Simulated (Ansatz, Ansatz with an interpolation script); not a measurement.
**G0W0 band structure of MgH2 (Pbcn)**

Aim: the G0W0 bands of MgH2 (Pbcn) along the symmetry lines, with the gap off the mesh.

Main program and level: Ansatz 0.2.0; LDA, Wannier functions and G0W0, plane waves, PAW.

## Step 1: The starting structure

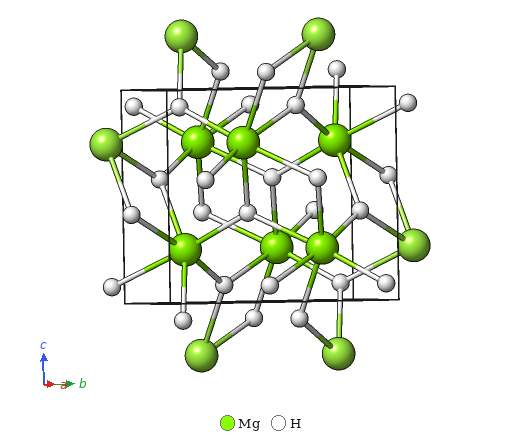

The cell as given, slightly off an axis (magnesium green, hydrogen white). Some periodic images of atoms are drawn too.

The cell and positions are those that the Materials Project relaxed with its own functionals (PBE, PBE+U or r2SCAN), kept fixed. The default PAW set here is soft_2. Its files were made with PBE.

## Step 2: LDA bands

Levels along a band path, at the cheap level, show where the edges lie and whether the meshes to come will hold them.

This step: DFT, LDA, plane waves, PAW.

File input.yaml:

```yaml
crystal:
  lattice:
    - [4.47907187, 0.0, 0.0]
    - [0.0, 5.39262234, 0.0]
    - [0.0, 0.0, 4.89550378]
  atoms:
    - { symbol: Mg, position: [0.5, 0.83152757, 0.75] }
    - { symbol: Mg, position: [0.0, 0.66847243, 0.25] }
    - { symbol: Mg, position: [0.5, 0.16847243, 0.25] }
    - { symbol: Mg, position: [0.0, 0.33152757, 0.75] }
    - { symbol: H, position: [0.72769253, 0.89106872, 0.41981232] }
    - { symbol: H, position: [0.22769253, 0.60893128, 0.58018768] }
    - { symbol: H, position: [0.77230747, 0.60893128, 0.91981232] }
    - { symbol: H, position: [0.27230747, 0.89106872, 0.08018768] }
    - { symbol: H, position: [0.72769253, 0.10893128, 0.91981232] }
    - { symbol: H, position: [0.22769253, 0.39106872, 0.08018768] }
    - { symbol: H, position: [0.77230747, 0.39106872, 0.41981232] }
    - { symbol: H, position: [0.27230747, 0.10893128, 0.58018768] }
kpoints:
  mp_grid: { grid: [4, 4, 4] }
  band_path:
    path:
      - [[0.0, 0.0, 0.0], [0.5, 0.0, 0.0], [0.5, 0.5, 0.0], [0.0, 0.5, 0.0], [0.0, 0.0, 0.0], [0.0, 0.0, 0.5], [0.5, 0.0, 0.5], [0.5, 0.5, 0.5], [0.0, 0.5, 0.5], [0.0, 0.0, 0.5]]
      - [[0.5, 0.0, 0.0], [0.5, 0.0, 0.5]]
      - [[0.0, 0.5, 0.0], [0.0, 0.5, 0.5]]
      - [[0.5, 0.5, 0.0], [0.5, 0.5, 0.5]]
    npoints: 10
hamiltonian:
  xc: lda
scf:
  occupations: { method: fermi_dirac, width: 0.02 }
  n_extra_bands: 62
output:
  eigenvalues: true
  fatbands: true
```

Started as:

```sh
ansatz run input.yaml --threads 16 --pin off --max-ram 64512MiB --backend cuda --events-out ev --progress --plain --runs-dir out --devices 1 --max-vram 78GiB
```

Numbers of over 12 decimals in the logs are rounded to 6 here.

What it wrote:

```text
scf.n_extra_bands = 62 over 24 filled bands (N_el = 48.0): the run solves 86 bands
GPUs: using 1 of 1 available (devices: 1).
Engine: ansatz 0.2.0, aarch64-unknown-linux-gnu
Pseudopotentials: kind: paw
Pseudopotential: Mg, paw, valence charge 10, recommended cutoff 420 eV (normal), Mg.paw.azcp
Pseudopotential: H, paw, valence charge 1, recommended cutoff 420 eV (normal), H.paw.azcp
Functional definition: SPW92
  exchange = slater_x
  correlation = pw_c
device memory: the entry about to start is reckoned to put 3.4 GiB on a device that reports 172.1 GiB free (of which the cap on the GPU budget leaves the run 78.0 GiB)
GPU FFT provider: cuFFT
GPU libraries: cuBLAS 13.8.1, cuFFT 12.4.0, cuSOLVER 12.3.2
GPU matrix products: emulated (plane waves: as basis.precision tells), large ones in fixed point in workspaces of 1.00 GiB
Crystal: 12 atoms, lattice volume = 118.246 Å³
Basis set: ecut = 420 eV, 2297 PW (Γ)
Bands: 86, of which v1, the nominal top of the filled ones, is band 24 counted from 1 (23 counted from 0)
Symmetry: 8 space group operations
Space group: Pbcn (ITA 60), of the structure as read, at distance tolerance 4.9e-5 Å
k-points: 27 of 64
Non-local potential: Mg, projectors of the file, l = 0: 3, l = 1: 2, l = 2: 1
Non-local potential: H, projectors of the file, l = 0: 2, l = 1: 1
PAW form: soft (Blöchl's): semilocal exchange-correlation on the pseudo side does not see the compensation charge
PAW frozen core: Mg, regenerated for the run's functional, and the local potential with it (the file was generated under x = pbe(κ = 0.804, μ = 0.219515), c = pbe(β = 0.066725))
PAW one-centre angular grid: Mg, 110 points (default); XC on 64 Gauss nodes
PAW one-centre angular grid: H, 110 points (default); XC on 64 Gauss nodes
Initial density: superposition of atomic densities (neutral atoms: chi_scale 0, normalization atom), corrected by the library's trained network
Initial wavefunctions: pseudopotential atomic-orbital guess
GPU buffer pool allocated for 43200 grid points (all kernels)
GPU transforms: local potential and band sums: pruned to the plane-wave sphere, on 30×40×36
Functional: x = slater, c = lda
SCF iter   1: F=—  HF=-7733.932198 eV  |F-HF|=—  |Δ(HF+E_count)|=         —  Δρ=1.25e-2  dr2=1.21e-1  ethr=1.77e-3  ⟨swp⟩=6.0  Hψ=8900  notcnv=0  defer=1105
preconditioner: auto → Resta (q_TF=auto, 2.348 Å⁻¹)  ε∞=1.4  [insulator: Δε(μ)=3.289 eV  Ē_g=22.251 eV  σ=0.020 eV  W_gap=1.00  n_scr=28 (ndim 8)  ℏωp=13.7 eV  f_vac=0.000  D(μ)=0.00/eV (n_scr^D=0)  ε∞_Penn≈1.4]
SCF iter   2: F=—  HF=-7733.882735 eV  |F-HF|=—  |Δ(HF+E_count)|=   4.95e-2  Δρ=4.70e-3  dr2=1.84e-2  ethr=2.51e-4  ⟨swp⟩=1.8  Hψ=2776  notcnv=0  defer=1223
SCF iter   3: F=—  HF=-7733.875296 eV  |F-HF|=—  |Δ(HF+E_count)|=   7.44e-3  Δρ=1.84e-4  dr2=2.31e-5  ethr=3.83e-5  ⟨swp⟩=2.0  Hψ=1296  notcnv=0  defer=1458
SCF iter   4: F=—  HF=-7733.875279 eV  |F-HF|=—  |Δ(HF+E_count)|=   1.73e-5  Δρ=5.47e-5  dr2=1.75e-6  ethr=4.82e-8  ⟨swp⟩=2.5  Hψ=1504  notcnv=0  defer=1458
iter 5 did not close the SCF: its close was put off for the readings that it lacked (scf_convergence_deferred on its scf_iter line)
SCF iter   5: F=-7733.875280 eV  HF=-7733.875280 eV  |F-HF|=5.94e-9  |Δ(HF+E_count)|=   1.14e-6  Δρ=3.54e-6  dr2=5.74e-9  ethr=3.64e-9  ⟨swp⟩=2.1  Hψ=1032  notcnv=0  defer=1458
SCF iter   6: F=-7733.875280 eV  HF=-7733.875280 eV  |F-HF|=4.08e-10  |Δ(HF+E_count)|=   2.70e-9  Δρ=7.42e-7  dr2=1.94e-10  ethr=1.20e-11  ⟨swp⟩=8.3  Hψ=13644  notcnv=0
SCF 1 converged in 6 iterations: F = -7733.875280 eV  dr2 = 1.94e-10
[...]
device memory: the entry about to start is reckoned to put 13.2 GiB on a device that reports 161.8 GiB free (of which the cap on the GPU budget leaves the run 78.0 GiB)
NSCF: frozen V_eff on 124 k-points, pencils in batches of 32, up to order 380
SCF converged after 6 iterations
Free energy (F): -7733.875280 eV
Harris-Foulkes:  -7733.875280 eV  (|F-HF|=4.08e-10)
Internal energy: -7733.875280 eV  (E = F + TS)
E sigma→0 (E₀):  -7733.875280 eV
Fermi energy:    3.931032 eV
--- Per-component energies (eV) ---
  E_band       = -1492.091121
  E_kinetic    = 413.857873
  E_local      = -6817.706574  (includes V_loc(G=0)·N_el)
  E_nonlocal   = 394.801457
  E_hartree    = 2439.254468
  E_xc         = -187.032028
  E_vxc        = -243.581075  (∫ρ·V_xc dr)
  E_paw        = -1087.947440  (= ΣΔE_a)
  E_vpaw       = -117.960990  (= ΣTr[D̂ρ^β])
  E_aug_tail   = -0.009738  (compensation charges beyond the density's cutoff)
  E_ewald      = -2889.695216
  E_core_change = 0.601917  (= ΣΔE_core)
  E_smearing   = -0.000000  (= −TS)
  E_closure    = -0.000000  (closes the sum)
  Σ components = -7733.875280   (vs F -7733.875280, Δ=0.00e0)
--- Band table (eV; the first three rows and the last of 27) ---
  k-point 0: bands = [... 20 lower, 0.2642, 1.2525, 1.9790, 2.2271, 5.6405, 6.4223, 7.8087, 8.4515, ... 58 higher]
  k-point 1: bands = [... 20 lower, 0.5226, 1.6239, 1.7428, 1.9916, 6.0215, 7.0388, 7.0545, 7.2481, ... 58 higher]
  k-point 2: bands = [... 20 lower, 1.2022, 1.2022, 1.4769, 1.4769, 6.8119, 6.8119, 7.1570, 7.1570, ... 58 higher]
  k-point 26: bands = [... 20 lower, -0.2755, -0.2755, -0.2755, -0.2755, 9.0123, 9.0123, 9.0123, 9.0123, ... 58 higher]
```

The job ended after 3.3 s (1 × NVIDIA GB200 (shared by 2 runs) with 16 threads of Arm Neoverse V2, shared host; peak memory 1.4 GiB).

In the SCF lines HF is the Harris–Foulkes energy and dr2 the Hartree energy of the density residual, in eV; the loop may stop once dr2 is under the threshold and the program's other checks hold. Hψ counts applications of the Hamiltonian.

This step gave:

* filled bands: 24
* gap: 3.279 eV
* valence top at: Γ
* conduction bottom at: k = (0.350, 0.000, 0.000)
* least direct gap: 3.413 eV

The gap is indirect, with the least direct gap 0.13 eV higher.

The electronic bands at the labelled points (eV, zero at the top of the highest nominally filled band):

| point | band 21 | band 22 | band 23 | band 24 | band 25 | band 26 | band 27 | band 28 |
| --- | --- | --- | --- | --- | --- | --- | --- | --- |
| Γ | -1.96 | -0.97 | -0.25 | 0.00 | 3.41 | 4.20 | 5.58 | 6.22 |
| X | -1.60 | -1.60 | -1.16 | -1.16 | 3.56 | 3.56 | 5.36 | 5.36 |
| S | -1.15 | -1.15 | -0.68 | -0.68 | 4.67 | 4.67 | 4.80 | 4.80 |
| Y | -1.13 | -1.13 | -0.56 | -0.56 | 4.35 | 4.35 | 5.07 | 5.07 |
| Γ | -1.96 | -0.97 | -0.25 | 0.00 | 3.41 | 4.20 | 5.58 | 6.22 |
| Z | -1.02 | -1.02 | -0.75 | -0.75 | 4.58 | 4.58 | 4.93 | 4.93 |
| U | -1.17 | -1.17 | -1.17 | -1.17 | 3.96 | 3.96 | 3.96 | 3.96 |
| R | -2.50 | -2.50 | -2.50 | -2.50 | 6.79 | 6.79 | 6.79 | 6.79 |
| T | -0.42 | -0.42 | -0.42 | -0.42 | 5.69 | 5.69 | 5.69 | 5.69 |
| Z | -1.02 | -1.02 | -0.75 | -0.75 | 4.58 | 4.58 | 4.93 | 4.93 |
| jump to X | -1.60 | -1.60 | -1.16 | -1.16 | 3.56 | 3.56 | 5.36 | 5.36 |
| U | -1.17 | -1.17 | -1.17 | -1.17 | 3.96 | 3.96 | 3.96 | 3.96 |
| jump to Y | -1.13 | -1.13 | -0.56 | -0.56 | 4.35 | 4.35 | 5.07 | 5.07 |
| T | -0.42 | -0.42 | -0.42 | -0.42 | 5.69 | 5.69 | 5.69 | 5.69 |
| jump to S | -1.15 | -1.15 | -0.68 | -0.68 | 4.67 | 4.67 | 4.80 | 4.80 |
| R | -2.50 | -2.50 | -2.50 | -2.50 | 6.79 | 6.79 | 6.79 | 6.79 |

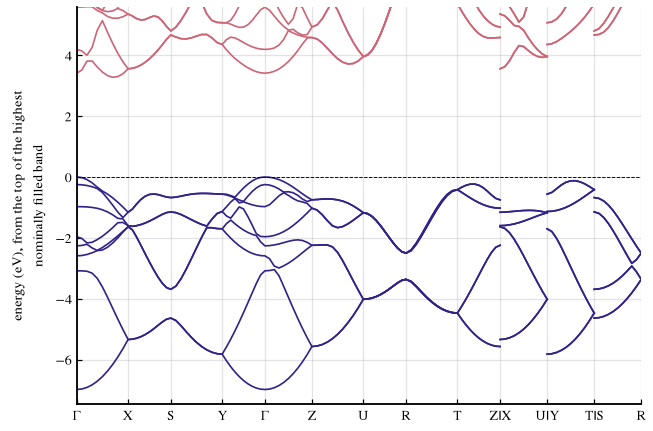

Electronic bands along the path; lines of filled and empty bands in two colours.

## Step 3: Wannier functions (H:1s Mg:3s) on 8×8×8

Localised functions give a small Hamiltonian that interpolates between mesh points at no cost.

This step: maximally localised Wannier functions, LDA, plane waves, PAW.

input.yaml, the sections that differ from step 2:

```yaml
kpoints:
  mp_grid: { grid: [4, 4, 4] }
scf:
  occupations: { method: fixed }
  n_extra_bands: 62
output:
  wannier:
    kmesh: [8, 8, 8]
    projections: [{ species: H, l: s, shell: 1 }, { species: Mg, l: s, shell: 3 }]
    minimise: true
    write_hr: true
    seedname: w
    conv_tol: 1.0e-06
    max_iter: 20000
    stability_check: false
    disentanglement:
      window: [-4.91, 18.51]
      frozen_window: [-4.91, 6.11]
      conv_tol: 1.0e-08
# crystal, hamiltonian: as in step 2
```

What it wrote:

```text
[...]
GPUs: using 1 of 1 available (devices: 1).
[...]
GPU FFT provider: cuFFT
GPU libraries: cuBLAS 13.8.1, cuFFT 12.4.0, cuSOLVER 12.3.2
[...]
Crystal: 12 atoms, lattice volume = 118.246 Å³
Basis set: ecut = 420 eV, 2297 PW (Γ)
Bands: 86, of which v1, the nominal top of the filled ones, is band 24 counted from 1 (23 counted from 0)
Symmetry: 8 space group operations
[...]
k-points: 27 of 64
[...]
GPU buffer pool allocated for 43200 grid points (all kernels)
[...]
SCF iter   1: F=—  HF=-7733.932332 eV  |F-HF|=—  |Δ(HF+E_count)|=         —  Δρ=1.25e-2  dr2=1.20e-1  ethr=1.77e-3  ⟨swp⟩=4.3  Hψ=7789  notcnv=0  defer=1573
[...]
SCF iter   6: F=-7733.875280 eV  HF=-7733.875280 eV  |F-HF|=1.27e-11  |Δ(HF+E_count)|=   2.81e-9  Δρ=2.20e-7  dr2=4.95e-11  ethr=1.40e-11  ⟨swp⟩=8.9  Hψ=14822  notcnv=0
SCF 1 converged in 6 iterations: F = -7733.875280 eV  dr2 = 4.95e-11
[...]
NSCF: frozen V_eff on 27 k-points, pencils in batches of 32, up to order 344
the band table was solved once the SCF had ended and its energy, with any forces and stress, was formed, with the checks that follow a solve (8566 applications of the Hamiltonian). They found nothing against the state; the energy, forces and stress were not computed again (output.eigenvalues in the input reference)
[...]
the Wannier pass solved 129 of the 512 points of its mesh, and has the states at the others by symmetry: states obtained by the crystal's operations at points that were solved too leave a residual of 2.06e-13 eV (read by the count's bands and the next), within 1.11e-5 eV
SCF converged after 6 iterations
Free energy (F): -7733.875280 eV
[...]
Internal energy: -7733.875280 eV  (E = F + TS)
E sigma→0 (E₀):  -7733.875280 eV
Fermi energy:    2.227129 eV
[...]
--- Band table (eV; the first three rows and the last of 27) ---
  k-point 0: bands = [... 20 lower, 0.2642, 1.2525, 1.9790, 2.2271, 5.6405, 6.4223, 7.8087, 8.4515, ... 58 higher]
  k-point 1: bands = [... 20 lower, 0.5226, 1.6239, 1.7428, 1.9916, 6.0215, 7.0388, 7.0545, 7.2481, ... 58 higher]
  k-point 2: bands = [... 20 lower, 1.2022, 1.2022, 1.4769, 1.4769, 6.8119, 6.8119, 7.1570, 7.1570, ... 58 higher]
  k-point 26: bands = [... 20 lower, -0.2755, -0.2755, -0.2755, -0.2755, 9.0123, 9.0123, 9.0123, 9.0123, ... 58 higher]
Wannier search: line search 1 of at most 20000: gauge-dependent spread (as the search counts it) 12.1083824 Å², largest recent change 2.2e0 Å² against conv_tol 1.0e-6 Å², 0 stops escaped
```

It took 11 s on 1 × NVIDIA GB200 (shared by 2 runs) with 16 threads; peak memory 1.5 GiB; 17 s of CPU time.

w.win, one line in 2:

```text
! ansatz wannier90 interface
! states of the run's bands (counted from 1): 1-50
num_wann  = 12
conv_tol = 1e-6
dis_win_min = -4.91
dis_froz_min = -4.91
dis_num_iter = 10000
guiding_centres = true

Ang
                      0.0               5.39262234                      0.0
end unit_cell_cart
begin atoms_frac
Mg                       0.0               0.66847243                     0.25
Mg                       0.0               0.33152757                     0.75
H                 0.22769253               0.60893128               0.58018768
H                 0.27230747               0.89106872               0.08018768
H                 0.22769253               0.39106872               0.08018768
H                 0.27230747               0.10893128               0.58018768
```

This step gave:

| Quantity | Value |
| --- | --- |
| gauge-invariant spread | 23.63 Å² |
| diagonal spread | 0.01497 Å² |
| off-diagonal spread | 0.8240 Å² |
| total spread | 24.47 Å² |
| least projectability | 0.05505 |
| localisation steps | 95 |
| disentanglement steps | 2135 |
| r.m.s. interpolation error | 0.005441 eV |
| r.m.s. error near the gap | 0.007322 eV |

Near the gap the model misses directly solved bands by 7.3 meV r.m.s. and by 110 meV at most in the window tested. This tests the starting bands, not the corrections carried with them.

Wannier functions, by row:

| function | x (Å) | y (Å) | z (Å) | spread (Å²) | nearest atom | distance (Å) |
| --- | --- | --- | --- | --- | --- | --- |
| 1 | 3.096 | 4.791 | 2.14 | 1.47 | H5 | 0.185 |
| 2 | 0.856 | 3.298 | 2.756 | 1.47 | H6 | 0.185 |
| 3 | 3.623 | 3.298 | 4.587 | 1.47 | H7 | 0.185 |
| 4 | 1.383 | 4.791 | 0.308 | 1.47 | H8 | 0.185 |
| 5 | 3.096 | 0.601 | 4.587 | 1.47 | H9 | 0.185 |
| 6 | 0.856 | 2.095 | 0.308 | 1.47 | H10 | 0.185 |
| 7 | 3.623 | 2.095 | 2.14 | 1.47 | H11 | 0.185 |
| 8 | 1.383 | 0.601 | 2.756 | 1.47 | H12 | 0.185 |
| 9 | 2.24 | 3.248 | 3.672 | 3.178 | Mg1 | 1.236 |
| 10 | 0 | 4.841 | 1.224 | 3.178 | Mg2 | 1.236 |
| 11 | 2.24 | 2.145 | 1.224 | 3.178 | Mg3 | 1.236 |
| 12 | 0 | 0.551 | 3.672 | 3.178 | Mg4 | 1.236 |

Frozen up to 3.88 eV; above it the model need not follow the bands. The electronic bands at the labelled points (eV, zero at the valence-band top):

| point | band 21 | band 22 | band 23 | band 24 | band 25 | band 26 | band 27 | band 28 |
| --- | --- | --- | --- | --- | --- | --- | --- | --- |
| Γ | -1.96 | -0.97 | -0.25 | 0.00 | 3.41 | 4.82 | 7.70 | 9.87 |
| X | -1.60 | -1.60 | -1.16 | -1.16 | 3.56 | 3.56 | 8.01 | 8.01 |
| S | -1.15 | -1.15 | -0.68 | -0.68 | 4.74 | 4.74 | 8.22 | 8.22 |
| Y | -1.13 | -1.13 | -0.56 | -0.56 | 4.80 | 4.80 | 8.04 | 8.04 |
| Γ | -1.96 | -0.97 | -0.25 | 0.00 | 3.41 | 4.82 | 7.70 | 9.87 |
| Z | -1.02 | -1.02 | -0.75 | -0.75 | 5.31 | 5.31 | 8.02 | 8.02 |
| U | -1.17 | -1.17 | -1.17 | -1.17 | 5.52 | 5.52 | 5.52 | 5.52 |
| R | -2.50 | -2.50 | -2.50 | -2.50 | 7.62 | 7.62 | 7.62 | 7.62 |
| T | -0.42 | -0.42 | -0.42 | -0.42 | 6.80 | 6.80 | 6.80 | 6.80 |
| Z | -1.02 | -1.02 | -0.75 | -0.75 | 5.31 | 5.31 | 8.02 | 8.02 |
| jump to X | -1.60 | -1.60 | -1.16 | -1.16 | 3.56 | 3.56 | 8.01 | 8.01 |
| U | -1.17 | -1.17 | -1.17 | -1.17 | 5.52 | 5.52 | 5.52 | 5.52 |
| jump to Y | -1.13 | -1.13 | -0.56 | -0.56 | 4.80 | 4.80 | 8.04 | 8.04 |
| T | -0.42 | -0.42 | -0.42 | -0.42 | 6.80 | 6.80 | 6.80 | 6.80 |
| jump to S | -1.15 | -1.15 | -0.68 | -0.68 | 4.74 | 4.74 | 8.22 | 8.22 |
| R | -2.50 | -2.50 | -2.50 | -2.50 | 7.62 | 7.62 | 7.62 | 7.62 |

The same for Kohn-Sham, solved directly:

| point | band 21 | band 22 | band 23 | band 24 | band 25 | band 26 | band 27 | band 28 |
| --- | --- | --- | --- | --- | --- | --- | --- | --- |
| Γ | -1.96 | -0.97 | -0.25 | 0.00 | 3.41 | 4.20 | 5.58 | 6.22 |
| X | -1.60 | -1.60 | -1.16 | -1.16 | 3.56 | 3.56 | 5.36 | 5.36 |
| S | -1.15 | -1.15 | -0.68 | -0.68 | 4.67 | 4.67 | 4.80 | 4.80 |
| Y | -1.13 | -1.13 | -0.56 | -0.56 | 4.35 | 4.35 | 5.07 | 5.07 |
| Γ | -1.96 | -0.97 | -0.25 | 0.00 | 3.41 | 4.20 | 5.58 | 6.22 |
| Z | -1.02 | -1.02 | -0.75 | -0.75 | 4.58 | 4.58 | 4.93 | 4.93 |
| U | -1.17 | -1.17 | -1.17 | -1.17 | 3.96 | 3.96 | 3.96 | 3.96 |
| R | -2.50 | -2.50 | -2.50 | -2.50 | 6.79 | 6.79 | 6.79 | 6.79 |
| T | -0.42 | -0.42 | -0.42 | -0.42 | 5.69 | 5.69 | 5.69 | 5.69 |
| Z | -1.02 | -1.02 | -0.75 | -0.75 | 4.58 | 4.58 | 4.93 | 4.93 |
| X | -1.60 | -1.60 | -1.16 | -1.16 | 3.56 | 3.56 | 5.36 | 5.36 |
| U | -1.17 | -1.17 | -1.17 | -1.17 | 3.96 | 3.96 | 3.96 | 3.96 |
| Y | -1.13 | -1.13 | -0.56 | -0.56 | 4.35 | 4.35 | 5.07 | 5.07 |
| T | -0.42 | -0.42 | -0.42 | -0.42 | 5.69 | 5.69 | 5.69 | 5.69 |

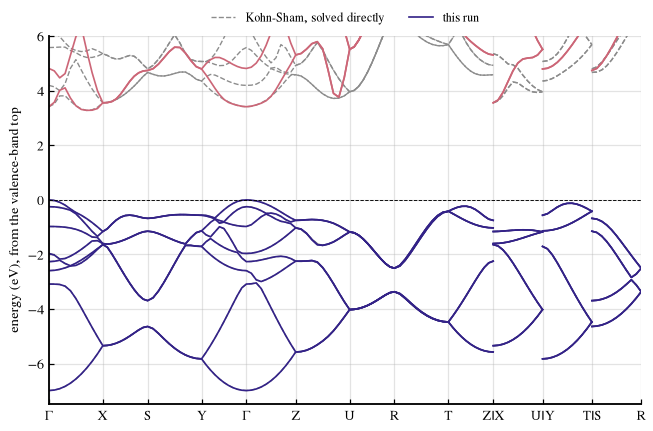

Electronic bands along the path; lines of filled and empty bands in two colours; dashed: Kohn-Sham, solved directly.

(Part 1 of 2 ends here.)

[Paths, hosts, dates, memory and timing lines, banners, echoed tables and standing remarks are left out of the program output.]

[Logs are printed without paths, hosts, clocks, repeated set-up lines and the standing remarks that a program may print on its own settings, such as how far it seeks lower states.]

[Runs of the session that timed out or met a known fault of the program may be left out.]

[Hosts, paths, dates, database ids (printed as entryN), source tags and the programs' standing remarks are cut or masked in the printed files.]
